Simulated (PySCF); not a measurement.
# Two runs on C3H7FOSi

System: C3H7FOSi.
Method of run A: GIAO PBE0/pcSseg-1 NMR shielding, non-relativistic, gas phase (PySCF 2.14.0).

The geometry comes from this level: GFN2-xTB, NEB image 0 of 0 to 8. Text and figures count atoms from 1; the logs count them from 0 in places.

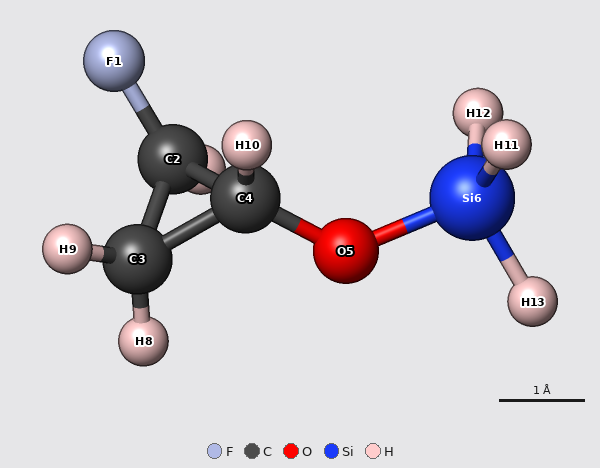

The input geometry (ball-and-stick view, seen at a tilt; atoms are numbered from 1 in the order of the input). Bond lengths as drawn: C–C 1.50 Å, C–F 1.36 Å, C–H 1.08 to 1.09 Å, C–O 1.37 Å, H–Si 1.45 to 1.46 Å and O–Si 1.63 Å.

Input, run A:
```
{"job": {"kind": "nmr", "xc": "PBE0", "basis": "pcSseg-1", "pop": false}, "charge": 0, "multiplicity": 1}
F     -1.811400     1.880600    -0.270600
C     -1.184500     0.724800    -0.635200
C     -1.760500    -0.573300    -0.158700
C     -0.474700    -0.058100     0.425200
O      0.693300    -0.704400     0.105700
Si     2.234000    -0.198700     0.249000
H     -0.763000     0.813000    -1.628000
H     -1.708500    -1.412900    -0.833200
H     -2.643400    -0.537400     0.459400
H     -0.504500     0.346700     1.432100
H      2.552800     0.090400     1.649300
H      2.474500     1.012600    -0.538400
H      2.891400    -1.382800    -0.274400
```

The first line tells a small driver script what to run in PySCF; the rest is the geometry in Å.

Command:
```bash
OMP_NUM_THREADS=1 python <driver script> task.json out
```

Hardware: 1 CPU thread, shared host.

Output (run A):
```
coarse grid: 11400 points
cycle   1  E = -582.4352240118  dE =  8.599e-01  |g| = 7.407e-01  |ddm| = 3.179e+00
cycle   2  E = -582.3149572908  dE =  1.203e-01  |g| = 1.116e+00  |ddm| = 1.402e+00
cycle   3  E = -582.5276178652  dE = -2.127e-01  |g| = 9.414e-02  |ddm| = 9.642e-01
cycle   4  E = -582.5290148407  dE = -1.397e-03  |g| = 4.465e-02  |ddm| = 1.087e-01
cycle   5  E = -582.5293691487  dE = -3.543e-04  |g| = 7.961e-03  |ddm| = 3.761e-02
cycle   6  E = -582.5293774608  dE = -8.312e-06  |g| = 3.487e-03  |ddm| = 7.966e-03
cycle   7  E = -582.5293799496  dE = -2.489e-06  |g| = 3.369e-04  |ddm| = 2.751e-03
final grid: 105968 points
cycle   8  E = -582.5808378176  dE = -2.572e-05  |g| = 9.558e-03  |ddm| = 2.519e-02
cycle   9  E = -582.5808188812  dE =  1.894e-05  |g| = 1.419e-02  |ddm| = 1.587e-02
cycle  10  E = -582.5808549625  dE = -3.608e-05  |g| = 9.059e-04  |ddm| = 9.551e-03
cycle  11  E = -582.5808551286  dE = -1.661e-07  |g| = 2.109e-04  |ddm| = 9.553e-04
cycle  12  E = -582.5808551367  dE = -8.078e-09  |g| = 8.866e-05  |ddm| = 2.413e-04
cycle  13  E = -582.5808551378  dE = -1.141e-09  |g| = 2.087e-05  |ddm| = 7.190e-05
cycle  14  E = -582.5808551379  dE = -7.412e-11  |g| = 3.397e-06  |ddm| = 2.191e-05
converged SCF energy = -582.5808551379

GIAO shielding tensors (ppm)
atom      isotropic    diamagn.    paramagn.     s11        s22        s33       span
  0 F      406.846     469.956     -63.110    369.242    405.206    446.091     76.848
  1 C      110.866     247.950    -137.084     55.447     79.794    197.358    141.911
  2 C      169.310     255.861     -86.551    145.993    154.346    207.592     61.599
  3 C      131.613     243.315    -111.702     90.687    103.311    200.841    110.154
  4 O      318.945     396.454     -77.509    275.946    328.516    352.372     76.426
  5 Si     385.264     880.116    -494.852    343.249    345.749    466.795    123.546
  6 H       27.146      30.733      -3.588     23.026     27.493     30.918      7.892
  7 H       30.750      30.747       0.003     25.937     27.717     38.597     12.660
  8 H       30.542      30.050       0.492     25.593     27.200     38.834     13.241
  9 H       28.105      30.327      -2.222     22.380     28.379     33.555     11.174
 10 H       26.732      29.256      -2.524     23.552     24.991     31.652      8.100
 11 H       26.730      29.810      -3.080     23.229     25.552     31.408      8.180
 12 H       26.978      29.453      -2.474     23.137     25.202     32.595      9.458
```

The input of run B differs as follows (lines with − go, lines with + come):
```diff
-F     -1.811400     1.880600    -0.270600
-C     -1.184500     0.724800    -0.635200
-C     -1.760500    -0.573300    -0.158700
-C     -0.474700    -0.058100     0.425200
-O      0.693300    -0.704400     0.105700
-Si     2.234000    -0.198700     0.249000
-H     -0.763000     0.813000    -1.628000
-H     -1.708500    -1.412900    -0.833200
-H     -2.643400    -0.537400     0.459400
-H     -0.504500     0.346700     1.432100
-H      2.552800     0.090400     1.649300
-H      2.474500     1.012600    -0.538400
-H      2.891400    -1.382800    -0.274400
+F     -2.453000     1.428700    -0.928900
+C     -1.499700     0.454900    -0.917100
+C     -1.388400    -0.408400     0.301900
+C     -0.329500     0.618200    -0.002100
+O      0.902400     0.220900    -0.458600
+Si     2.156300    -0.422700     0.356100
+H     -1.365300     0.036600    -1.905700
+H     -1.144000    -1.447200     0.148100
+H     -2.060000    -0.212000     1.122200
+H     -0.304200     1.503800     0.625900
+H      1.767800    -1.669700     1.020800
+H      2.645000     0.504300     1.378600
+H      3.068100    -0.607000    -0.758900
```

What does this change do to the results?

With the same method and basis, run B lies 0.05 kcal/mol lower. The HOMO goes from −7.52 to −7.76 eV. The dipole moment goes from 0.87 to 1.89 D. Of all shieldings, the largest change is that of Si6, by +3.3 ppm. The number of SCF iterations is the same.

Output (run B):
```
coarse grid: 11400 points
cycle   1  E = -582.4356957015  dE =  8.629e-01  |g| = 7.383e-01  |ddm| = 3.177e+00
cycle   2  E = -582.3193720769  dE =  1.163e-01  |g| = 1.106e+00  |ddm| = 1.379e+00
cycle   3  E = -582.5275242831  dE = -2.082e-01  |g| = 9.636e-02  |ddm| = 9.469e-01
cycle   4  E = -582.5290164049  dE = -1.492e-03  |g| = 4.390e-02  |ddm| = 1.065e-01
cycle   5  E = -582.5293764309  dE = -3.600e-04  |g| = 7.955e-03  |ddm| = 3.718e-02
cycle   6  E = -582.5293848864  dE = -8.455e-06  |g| = 3.427e-03  |ddm| = 7.863e-03
cycle   7  E = -582.5293872356  dE = -2.349e-06  |g| = 3.757e-04  |ddm| = 2.687e-03
final grid: 105968 points
cycle   8  E = -582.5809205494  dE = -2.668e-05  |g| = 9.773e-03  |ddm| = 2.276e-02
cycle   9  E = -582.5809001796  dE =  2.037e-05  |g| = 1.463e-02  |ddm| = 1.617e-02
cycle  10  E = -582.5809383031  dE = -3.812e-05  |g| = 8.768e-04  |ddm| = 9.797e-03
cycle  11  E = -582.5809384597  dE = -1.567e-07  |g| = 2.176e-04  |ddm| = 9.371e-04
cycle  12  E = -582.5809384684  dE = -8.671e-09  |g| = 8.939e-05  |ddm| = 2.452e-04
cycle  13  E = -582.5809384695  dE = -1.150e-09  |g| = 2.067e-05  |ddm| = 7.045e-05
cycle  14  E = -582.5809384696  dE = -7.049e-11  |g| = 3.153e-06  |ddm| = 2.019e-05
converged SCF energy = -582.5809384696

GIAO shielding tensors (ppm)
atom      isotropic    diamagn.    paramagn.     s11        s22        s33       span
  0 F      408.199     467.983     -59.785    371.986    404.358    448.252     76.266
  1 C      110.600     250.467    -139.867     56.782     79.289    195.728    138.946
  2 C      170.679     253.187     -82.508    147.159    156.650    208.226     61.068
  3 C      132.118     242.895    -110.777     91.770    102.905    201.678    109.909
  4 O      318.299     396.330     -78.031    257.262    342.452    355.182     97.921
  5 Si     388.549     880.086    -491.536    345.027    353.835    466.786    121.758
  6 H       27.069      30.664      -3.596     22.148     27.913     31.145      8.997
  7 H       30.847      31.267      -0.420     26.475     27.777     38.288     11.813
  8 H       30.702      30.352       0.350     25.991     27.062     39.052     13.061
  9 H       27.952      29.868      -1.916     22.165     27.953     33.739     11.574
 10 H       26.889      29.911      -3.022     23.254     25.846     31.568      8.314
 11 H       26.840      29.247      -2.407     23.619     24.971     31.929      8.310
 12 H       27.050      29.396      -2.345     23.179     25.296     32.676      9.497
```

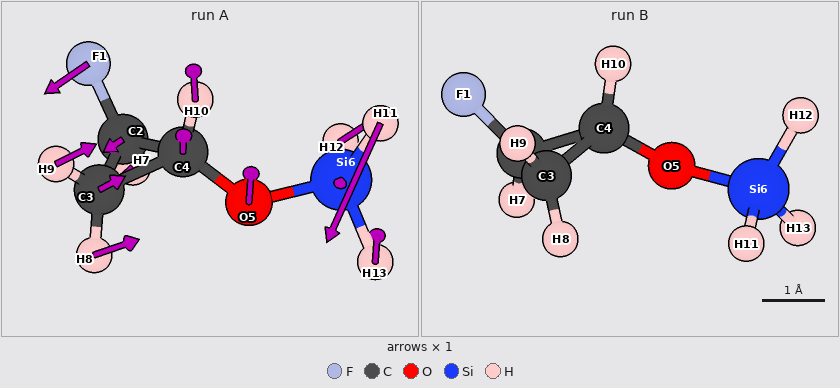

The two input geometries at one scale (ball-and-stick view, seen at a tilt). The pink arrows on the first give the shifts of the atoms after the best rigid fit, at true length. The atom that moves furthest after the best rigid fit is H11 (2.20 Å). Largest moves by element: H 2.20 Å, O 1.15 Å, F 0.89 Å, C 0.76 Å, Si 0.27 Å.

The two runs side by side:

| quantity | run A | run B |
| --- | --- | --- |
| outcome | converged | converged |
| total energy (hartree) | −582.580855 | −582.580938 |
| HOMO (eV) | −7.52 | −7.76 |
| LUMO (eV) | 0.28 | 0.30 |
| dipole moment (D) | 0.87 | 1.89 |
| shielding of F1 (ppm) | 406.8 | 408.2 |
| shielding of C2 (ppm) | 110.9 | 110.6 |
| shielding of C3 (ppm) | 169.3 | 170.7 |
| shielding of C4 (ppm) | 131.6 | 132.1 |
| shielding of O5 (ppm) | 318.9 | 318.3 |
| shielding of Si6 (ppm) | 385.3 | 388.5 |
| shielding of H9 (ppm) | 30.5 | 30.7 |
| SCF iterations | 14 | 14 |
| basis functions | 144 | 144 |
| wall time (shared host) | 13 s | 12 s |
